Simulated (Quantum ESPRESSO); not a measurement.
# K (Im-3m): from the cell to the phonon bands, part 2 of 3

How does K (Im-3m) vibrate, and is this structure a minimum?

Quantum ESPRESSO 7.5; DFT LDA, scalar-relativistic, plane waves, PseudoDojo norm-conserving pseudopotentials.

So far. Step 2 (A first look): No gap opens on this mesh, so smearing is kept; the start stands at -0.37 GPa. Step 4 (Self-consistent run for the response): The cell stands at -0.004 GPa, close enough for phonons. The relaxed cell has a = 5.045 Å (conventional setting).

The database entry behind the starting cell lists a temperature near 5 K, so it need not match the best structure at ambient conditions.

### Step 5. Phonons on a q mesh

Linear response treats each wavevector in the unit cell, with no supercell; the 4×4×4 mesh fixes the range of the force constants to be had.

Input file ph.in:

```
phonons
 &inputph
    prefix='x',
    outdir='./tmp',
    fildyn='x.dyn',
    tr2_ph=1.0d-18,
    alpha_mix(1)=0.4,
    nmix_ph=8,
    ldisp=.true.,
    nq1=4,
    nq2=4,
    nq3=4,
 /
```

Started as:

```
$ OMP_NUM_THREADS=1 mpirun -n 4 ph.x -nk 4 -in ph.in > ph.out
```

Numbers of over 12 decimals in the logs are rounded to 6 here.

Output:

```text
[banners, grids, parts of the stress and lines that vanish by symmetry left out]
[banner, memory and clock lines left out]
Program PHONON v.7.5

     ./tmp/x.save/

     IMPORTANT: XC functional enforced from input :
     Exchange-correlation= PW
                           (   1   4   0   0   0   0   0)
     Any further DFT definition will be discarded
     Please, verify this is what you really want

     G-vector sticks info

     Reading collected, re-writing distributed wavefunctions in ./tmp/

     Dynamical matrices for ( 4, 4, 4)  uniform grid of q-points
     (   8 q-points):
       N         xq(1)         xq(2)         xq(3)
       1   0.000000000   0.000000000   0.000000000
       2   0.000000000  -0.216506351   0.216506351
       3   0.000000000   0.433012702  -0.433012702
       4  -0.216506351   0.649519053  -0.433012702
[...]
Number and degeneracy of irreps per q-point
       N         xq(1)         xq(2)         xq(3)   N irreps
       1   0.000000000   0.000000000   0.000000000       1
        3
       2   0.000000000  -0.216506351   0.216506351       3
     No degeneracy
       3   0.000000000   0.433012702  -0.433012702       3
     No degeneracy
       4  -0.216506351   0.649519053  -0.433012702       3
     No degeneracy
       5   0.000000000   0.000000000   0.433012702       2
        1   2
       6   0.000000000   0.649519053  -0.216506351       3
     No degeneracy
       7   0.433012702  -0.433012702   0.433012702       1
        3
       8   0.000000000   0.000000000  -0.866025404       1
        3

     Calculation of q =    0.0000000   0.0000000   0.0000000

     phonons

     bravais-lattice index     =            0
     lattice parameter (alat)  =       8.2568  a.u.
     unit-cell volume          =     433.3183 (a.u.)^3
     number of atoms/cell      =            1
     number of atomic types    =            1
     kinetic-energy cut-off    =      79.0000  Ry
     charge density cut-off    =     316.0000  Ry
     convergence threshold     =      1.0E-18
     beta                      =       0.4000
     number of iterations used =            8
     Exchange-correlation= PW
                           (   1   4   0   0   0   0   0)

     celldm(1)=    8.25676  celldm(2)=    0.00000  celldm(3)=    0.00000
     celldm(4)=    0.00000  celldm(5)=    0.00000  celldm(6)=    0.00000

     crystal axes: (cart. coord. in units of alat)
               a(1) = (  0.5774  0.5774  0.5774 )
               a(2) = ( -0.5774  0.5774  0.5774 )
               a(3) = ( -0.5774 -0.5774  0.5774 )

     reciprocal axes: (cart. coord. in units 2 pi/alat)
               b(1) = (  0.8660  0.0000  0.8660 )
               b(2) = ( -0.8660  0.8660  0.0000 )
               b(3) = (  0.0000 -0.8660  0.8660 )

     Atoms inside the unit cell:

     Cartesian axes

     site n.  atom      mass           positions (alat units)
        1  K      39.0983   tau(    1) = (    0.00000    0.00000    0.00000  )

     Computing dynamical matrix for
                    q = (   0.0000000   0.0000000   0.0000000 )

     49 Sym.Ops. (with q -> -q+G )

     G cutoff =  545.6908  (  41091 G-vectors)     FFT grid: ( 48, 48, 48)

     number of k points=    72  Marzari-Vanderbilt smearing, width (Ry)=  0.0200

     PseudoPot. # 1 for K  read from file:
     ./pseudo/K.upf
     Pseudo is Norm-conserving + core correction, Zval =  9.0

     Mode symmetry, O_h (m-3m)  point group:

     Atomic displacements:
     There are    1 irreducible representations

     Representation     1      3 modes -  To be done

     Alpha used in Ewald sum =   2.8000

     Representation #   1 modes #   1   2   3

     Self-consistent Calculation
      iter #   1   av.it.:   6.6
      thresh= 1.000E-02 alpha_mix =  0.400 |ddv_scf|^2 =  3.817E-07
      iter #   2   av.it.:  10.5
      thresh= 6.178E-05 alpha_mix =  0.400 |ddv_scf|^2 =  1.984E-08
      iter #   3   av.it.:  10.6
      thresh= 1.408E-05 alpha_mix =  0.400 |ddv_scf|^2 =  6.754E-10
      iter #   4   av.it.:  11.6
      thresh= 2.599E-06 alpha_mix =  0.400 |ddv_scf|^2 =  1.664E-12
[...]
End of self-consistent calculation

     Convergence has been achieved

     Number of q in the star =    1
     List of q in the star:
[...]
Diagonalizing the dynamical matrix

     q = (    0.000000000   0.000000000   0.000000000 )

 **************************************************************************
     freq (    1) =      -0.033119 [THz] =      -1.104736 [cm-1]
     freq (    2) =      -0.033119 [THz] =      -1.104736 [cm-1]
     freq (    3) =      -0.033119 [THz] =      -1.104736 [cm-1]
 **************************************************************************

     Mode symmetry, O_h (m-3m)  point group:

     freq (   1-   3) =         -1.1  [cm-1]   --> T_1u G_15  G_4- I

     Calculation of q =    0.0000000  -0.2165064   0.2165064
     [... set-up and bands at k+q left out ...]

     Mode symmetry, C_2v (mm2)  point group:

     Atomic displacements:
     There are    3 irreducible representations

     Representation     1      1 modes -  To be done

     Representation     2      1 modes -  To be done

     Representation     3      1 modes -  To be done

     Message from routine init_vloc:
     Interpolation table for Vloc re-allocated

     Alpha used in Ewald sum =   2.8000

     Representation #   1 mode #   1

     Self-consistent Calculation

[...]
[... iterations left out ...]
[...]
End of self-consistent calculation

     Convergence has been achieved

     Representation #   2 mode #   2

     Self-consistent Calculation

[...]
[... iterations left out ...]
[...]
End of self-consistent calculation

     Convergence has been achieved

     Representation #   3 mode #   3

     Self-consistent Calculation

[...]
[... iterations left out ...]
[...]
End of self-consistent calculation

     Convergence has been achieved

     Number of q in the star =   12
     List of q in the star:
[...]
Diagonalizing the dynamical matrix

     q = (    0.000000000  -0.216506351   0.216506351 )

 **************************************************************************
     freq (    1) =       0.366960 [THz] =      12.240468 [cm-1]
     freq (    2) =       1.117132 [THz] =      37.263517 [cm-1]
     freq (    3) =       1.768379 [THz] =      58.986760 [cm-1]
 **************************************************************************

     Mode symmetry, C_2v (mm2)  point group:

     freq (   1-   1) =         12.2  [cm-1]   --> B_1  D_3  S_3
     freq (   2-   2) =         37.3  [cm-1]   --> B_2  D_4  S_4
     freq (   3-   3) =         59.0  [cm-1]   --> A_1  D_1  S_1

     Calculation of q =    0.0000000   0.4330127  -0.4330127
     [... set-up and bands at k+q left out ...]

     Mode symmetry, D_2h (mmm)  point group:

     Atomic displacements:
     There are    3 irreducible representations

[...]
Alpha used in Ewald sum =   2.8000

     Representation #   1 mode #   1

[...]
[... iterations left out ...]
[...]
Convergence has been achieved

[...]
Convergence has been achieved

[...]
Convergence has been achieved

     Number of q in the star =    6
     List of q in the star:
[...]
Diagonalizing the dynamical matrix

     q = (    0.000000000   0.433012702  -0.433012702 )

[...]
freq (    1) =       0.507424 [THz] =      16.925851 [cm-1]
     freq (    2) =       1.584324 [THz] =      52.847349 [cm-1]
     freq (    3) =       2.523888 [THz] =      84.187840 [cm-1]
[...]
Mode symmetry, D_2h (mmm)  point group:

     freq (   1-   1) =         16.9  [cm-1]   --> B_2u
     freq (   2-   2) =         52.8  [cm-1]   --> B_1u
     freq (   3-   3) =         84.2  [cm-1]   --> B_3u

     Calculation of q =   -0.2165064   0.6495191  -0.4330127
     [... set-up and bands at k+q left out ...]

     Mode symmetry, C_s (m)     point group:

     Atomic displacements:
     There are    3 irreducible representations

[...]
Alpha used in Ewald sum =   2.8000

[...]
Convergence has been achieved

[...]
Convergence has been achieved

[...]
Convergence has been achieved

     Number of q in the star =   24
     List of q in the star:
[...]
Diagonalizing the dynamical matrix

     q = (   -0.216506351   0.649519053  -0.433012702 )

[...]
freq (    1) =       0.964562 [THz] =      32.174329 [cm-1]
     freq (    2) =       1.762825 [THz] =      58.801498 [cm-1]
     freq (    3) =       2.312356 [THz] =      77.131901 [cm-1]
[...]
Mode symmetry, C_s (m)     point group:

     freq (   1-   1) =         32.2  [cm-1]   --> A'
     freq (   2-   2) =         58.8  [cm-1]   --> A''
     freq (   3-   3) =         77.1  [cm-1]   --> A'

     Calculation of q =    0.0000000   0.0000000   0.4330127
     [... set-up and bands at k+q left out ...]

     Mode symmetry, C_4v (4mm)  point group:

     Atomic displacements:
     There are    2 irreducible representations

[...]
Alpha used in Ewald sum =   2.8000

[...]
Convergence has been achieved

     Representation #   2 modes #   2   3

[...]
Convergence has been achieved

     Number of q in the star =    6
     List of q in the star:
[...]
Diagonalizing the dynamical matrix

     q = (    0.000000000   0.000000000   0.433012702 )

[...]
freq (    1) =       1.617229 [THz] =      53.944946 [cm-1]
     freq (    2) =       1.617229 [THz] =      53.944946 [cm-1]
     freq (    3) =       1.777743 [THz] =      59.299128 [cm-1]
[...]
Mode symmetry, C_4v (4mm)  point group:

     freq (   1-   2) =         53.9  [cm-1]   --> E    G_5 D_5
     freq (   3-   3) =         59.3  [cm-1]   --> A_1  G_1 D_1

     Calculation of q =    0.0000000   0.6495191  -0.2165064
     [... set-up and bands at k+q left out ...]

     Mode symmetry, C_2v (mm2)  point group:

     Atomic displacements:
     There are    3 irreducible representations

[...]
Alpha used in Ewald sum =   2.8000

[...]
Convergence has been achieved

     Representation #   2 mode #   2

[...]
Convergence has been achieved

     Representation #   3 mode #   3

[...]
Convergence has been achieved

     Number of q in the star =   12
     List of q in the star:
[...]
Diagonalizing the dynamical matrix

     q = (    0.000000000   0.649519053  -0.216506351 )

[...]
freq (    1) =       1.625340 [THz] =      54.215507 [cm-1]
     freq (    2) =       2.000555 [THz] =      66.731316 [cm-1]
     freq (    3) =       2.429782 [THz] =      81.048813 [cm-1]
[...]
Mode symmetry, C_2v (mm2)  point group:

     freq (   1-   1) =         54.2  [cm-1]   --> A_1  D_1  S_1
     freq (   2-   2) =         66.7  [cm-1]   --> B_1  D_3  S_3
     freq (   3-   3) =         81.0  [cm-1]   --> B_2  D_4  S_4

     Calculation of q =    0.4330127  -0.4330127   0.4330127
     [... set-up and bands at k+q left out ...]

     Mode symmetry, T_d (-43m)  point group:

     Atomic displacements:
     There are    1 irreducible representations

     Representation     1      3 modes -  To be done

     Alpha used in Ewald sum =   2.8000

     Representation #   1 modes #   1   2   3

     Self-consistent Calculation

[...]
[... iterations left out ...]
[...]
End of self-consistent calculation

     Convergence has been achieved

     Number of q in the star =    2
     List of q in the star:
[...]
2   0.433012702  -0.433012702  -0.433012702

     Diagonalizing the dynamical matrix

     q = (    0.433012702  -0.433012702   0.433012702 )

[...]
freq (    1) =       1.891506 [THz] =      63.093835 [cm-1]
     freq (    2) =       1.891506 [THz] =      63.093835 [cm-1]
     freq (    3) =       1.891506 [THz] =      63.093835 [cm-1]
[...]
Mode symmetry, T_d (-43m)  point group:

     freq (   1-   3) =         63.1  [cm-1]   --> T_2  G_15 P_4

     Calculation of q =    0.0000000   0.0000000  -0.8660254
     [... set-up and bands at k+q left out ...]

     Mode symmetry, O_h (m-3m)  point group:

     Atomic displacements:
     There are    1 irreducible representations

     Representation     1      3 modes -  To be done

     Alpha used in Ewald sum =   2.8000

     Representation #   1 modes #   1   2   3

     Self-consistent Calculation

      iter #   1   av.it.:   6.8
      thresh= 1.000E-02 alpha_mix =  0.400 |ddv_scf|^2 =  9.297E-07

      [... iterations left out ...]
      iter #   9   av.it.:  11.0
      thresh= 1.795E-10 alpha_mix =  0.400 |ddv_scf|^2 =  1.002E-20

     End of self-consistent calculation

     Convergence has been achieved

     Number of q in the star =    1
     List of q in the star:
          1   0.000000000   0.000000000  -0.866025404

     Diagonalizing the dynamical matrix

     q = (    0.000000000   0.000000000  -0.866025404 )

 **************************************************************************
     freq (    1) =       2.347609 [THz] =      78.307805 [cm-1]
     freq (    2) =       2.347609 [THz] =      78.307805 [cm-1]
     freq (    3) =       2.347609 [THz] =      78.307805 [cm-1]
 **************************************************************************

     Mode symmetry, O_h (m-3m)  point group:

     freq (   1-   3) =         78.3  [cm-1]   --> T_1u G_15  G_4-


[key lines of the parts left out:]
the Fermi energy is     2.1970 ev
```

The job ended after 49 min (4 MPI ranks of Arm Neoverse V2, shared host).

Numbers from this step:

* largest acoustic frequency at the zone centre before the sum rule: -1.1 cm⁻¹
* lowest mode on the q mesh (acoustic ones at the zone centre apart): 12.24 cm⁻¹

Frequencies (cm⁻¹) at each irreducible wavevector; negative means imaginary. Frequencies by wavevector:

```csv
q (fractions),star,mode 1,mode 2,mode 3
0 0 0,1,-1.1,-1.1,-1.1
0 0 0.25,12,12.24,37.26,58.99
0 0 -0.5,6,16.93,52.85,84.19
0 0.25 -0.5,24,32.17,58.8,77.13
0.25 0.25 0.25,6,53.94,53.94,59.3
0.25 0.25 -0.5,12,54.22,66.73,81.05
0.25 -0.25 0.25,2,63.09,63.09,63.09
-0.5 -0.5 -0.5,1,78.31,78.31,78.31
```

The acoustic modes at Γ come out as far as 1.1 cm⁻¹ from zero, where they should vanish, a small numerical error.

### Step 6. Fourier transform to real space

The dynamical matrices of the mesh are Fourier-transformed to force constants in real space.

Input file q2r.in:

```
 &input
    fildyn='x.dyn',
    zasr='crystal',
    flfrc='x.fc',
 /
```

Started as:

```
$ q2r.x < q2r.in > q2r.out
```

Output:

```text
[banners, grids, parts of the stress and lines that vanish by symmetry left out]
[banner, memory and clock lines left out]
Program Q2R v.7.5

  reading grid info from file x.dyn0

  reading force constants from file x.dyn1
  Dielectric Tensor not found
  nqs=            1
 q=   0.00000000  0.00000000  0.00000000
  reading force constants from file x.dyn2
  nqs=           12
 q=   0.00000000 -0.21650635  0.21650635
[...]
reading force constants from file x.dyn7
  nqs=            2
[...]
q=   0.43301270 -0.43301270 -0.43301270
  reading force constants from file x.dyn8
  nqs=            1
 q=   0.00000000  0.00000000 -0.86602540

      q-space grid ok, #points =   64

      fft-check success (sum of imaginary terms < 10^-12)
```

Run time: 0.46 s. Hardware: 1 thread.

### Step 7. Interpolated phonon bands

From the force constants any wavevector is cheap; points of the mesh come back as solved, but for the sum rule and, in polar crystals, the LO-TO term at Γ; the rest is interpolation.

Input file matdyn.in:

```
 &input
    asr='crystal',
    flfrc='x.fc',
    flfrq='x.freq',
    flvec='x.modes',
    q_in_band_form=.true.,
    q_in_cryst_coord=.true.,
 /
8
  0.0000000   0.0000000   0.0000000  12  ! GAMMA
  0.5000000   0.5000000  -0.5000000  12  ! H
  0.5000000  -0.0000000  -0.5000000  12  ! N
  0.0000000   0.0000000   0.0000000  12  ! GAMMA
  0.7500000   0.2500000  -0.2500000  12  ! P
  0.5000000   0.5000000  -0.5000000   1  ! H
  0.7500000   0.2500000  -0.2500000  12  ! P
  0.5000000  -0.0000000  -0.5000000   1  ! N
```

Started as:

```
$ matdyn.x -in matdyn.in > matdyn.out
```

Output:

```text
[banner, memory and clock lines left out]
Program MATDYN v.7.5

 mass for atomic type   1 not given; uses mass from file x.fc
 Norm of the difference between old and new effective charges:    0.000000

 Norm of the difference between old and new force-constants:   7.81588e-07

     Message from routine matdyn:
     Z* not found in file x.fc, TO-LO splitting at q=0 will be absent!
     Message from routine matdyn:
     Z* not found in file x.fc, TO-LO splitting at q=0 will be absent!

Note: The following floating-point exceptions are signalling: IEEE_UNDERFLOW_FLAG
```

Run time: 0.45 s. Hardware: 1 thread.

Numbers from this step:

```yaml
lowest_frequency_on_the_path: 0 cm⁻¹
mean_frequency: 54.2 cm⁻¹
debye_temperature_second_moment: 107 K
logarithmic_mean_frequency: 49.7 cm⁻¹
```

Matdyn.x, sum rule crystal. Phonon branches along the path, in cm⁻¹:

```csv
point,branch 1,branch 2,branch 3
Γ,0,0,0
H,78,78,78
N,17,53,84
Γ,0,0,0
P,63,63,63
H,78,78,78
jump to P,63,63,63
N,17,53,84
```

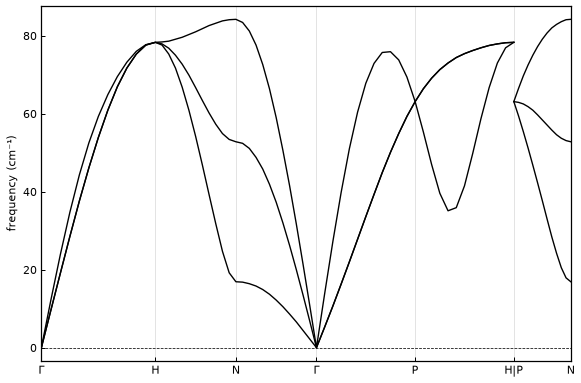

Phonon branches along the path.

[end of part 2 of 3]

[Host names and launcher messages were left out of these logs when they were recorded.]

[Logs are printed without paths, hosts, clocks, repeated set-up lines and the standing remarks that a program may print on its own settings, such as how far it seeks lower states.]

[Hosts, paths, dates, database ids (printed as entryN), source tags and the programs' standing remarks are cut or masked in the printed files.]
